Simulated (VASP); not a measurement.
Data:

```xyz
2
Lattice="2.8346 0.0000 0.0000 0.0000 2.8346 0.0000 0.0000 0.0000 3.4745" Properties=species:S:1:pos:R:3 pbc="T T T"
Pt     0.0000     0.0000     0.0000
Zn     1.4173     1.4173     1.7373
```

Computed with PBEsol GGA, VASP's PBE PAW potentials (set 64) (plane waves; VASP). Numerical set-up: 400 eV cut-off, 14×14×12 Γ-centred mesh, tetrahedra with Blöchl corrections, potentials Pt Zn.

Unless said otherwise, spin-orbit coupling is left out, though it shifts the bands of the heavy elements here.

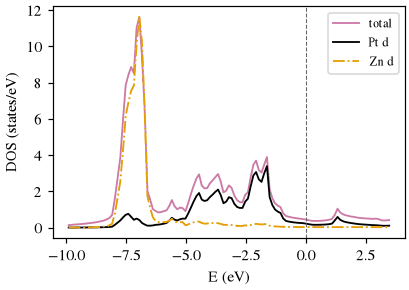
Fig. 1. Total and projected density of states, zero at the Fermi level

Within 2 eV below the Fermi level the largest weight inside VASP's projection spheres is Pt d.

It has no gap at this level: it comes out as a metal or semimetal.

The structure comes from a measured ZnPt entry (P4/mmm) of the Crystallography Open Database, whose conditions weren't checked. It was relaxed first.
